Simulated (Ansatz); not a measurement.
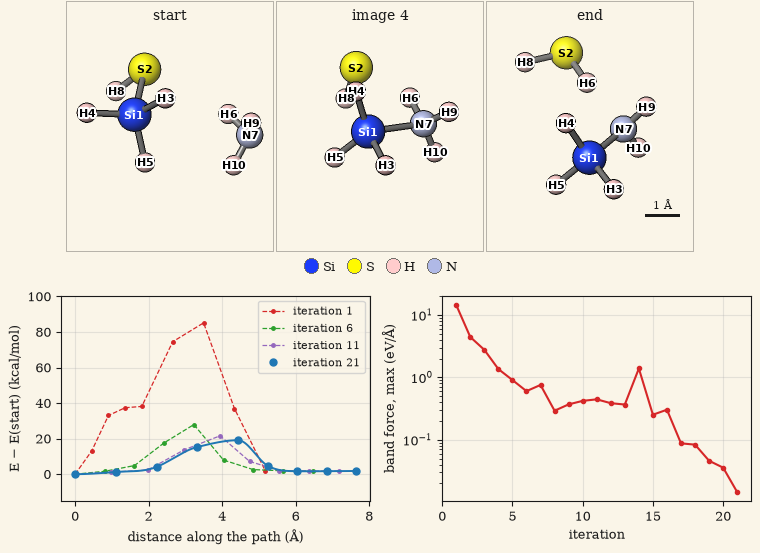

A search for the minimum-energy path of SiNH7S, made up at the start of SiH4S and NH3 by the nudged elastic band. Images are numbered from 0 (start) to 8 (end). The plot follows the band through its iterations. Style: ball-and-stick. Shown from a free direction.

All numbers below come from UKS PBE0/def2-SVP in Ansatz. Run with 7 movable images; climbing image; force threshold 0.03 eV/Å; iteration limit 60; starting path through a guess of the saddle point.

How did the profile develop, and is the result final?

Answer. The result is final at these settings. The band converged in 21 iterations. The largest component of the band force went from 14 to 0.014 eV/Å. The climbing image converged on the top of the path. Its vibrational analysis gives one imaginary mode (224i cm⁻¹), as a transition state must have. The first iteration put the highest image at 85.2 kcal/mol. The highest point, image 4, lies 19.1 kcal/mol above the start and 17.3 kcal/mol above the end; the end is at +1.8 kcal/mol relative to the start.

Limits of the set-up: the start holds two separate molecules, 2.7 Å apart at their closest, whose relative position is a soft coordinate and is computed without a dispersion correction.
